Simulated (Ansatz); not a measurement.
```xyz
10

Al   -0.0674   -0.2484    0.5152
S     0.7245    1.3132   -1.3093
O     1.4823   -0.6396    1.1207
O    -0.8637   -1.4057   -0.4634
H    -0.4974    1.5151   -1.8306
O    -1.0436    0.8812    1.3487
H     1.0065    0.3363   -2.1883
H     1.8150   -1.5336    1.0695
H    -1.8135   -1.5010   -0.4244
H    -0.7427    1.2826    2.1618
```

The product side of a reaction path; geometry: PBE0-D4/def2-TZVP.

The calculation used Ansatz 0.2.0, RKS PBE0-D4/def2-TZVPP.

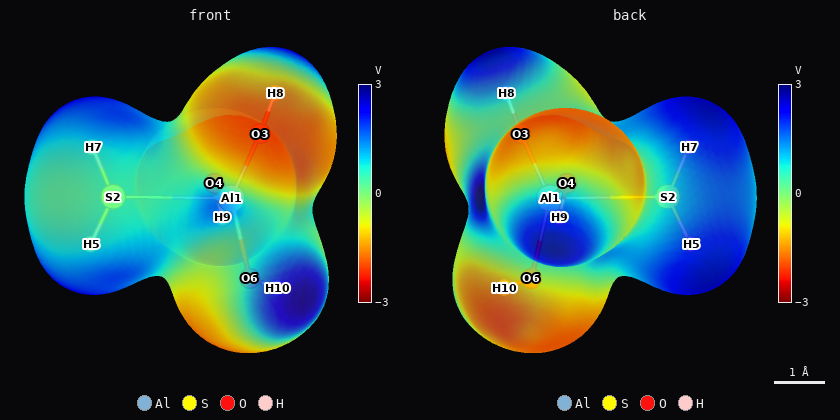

AlH5O3S. The molecular electrostatic potential painted on the density surface at 0.004 e/bohr³, seen from the front and from behind; the colour scale runs from red (negative) to blue (positive).

Where is the surface potential most negative and most positive?

Answer. The most negative region (about −2.0 V) lies over O3 and O4, the most positive (about +2.8 V) over the Al and H atoms.
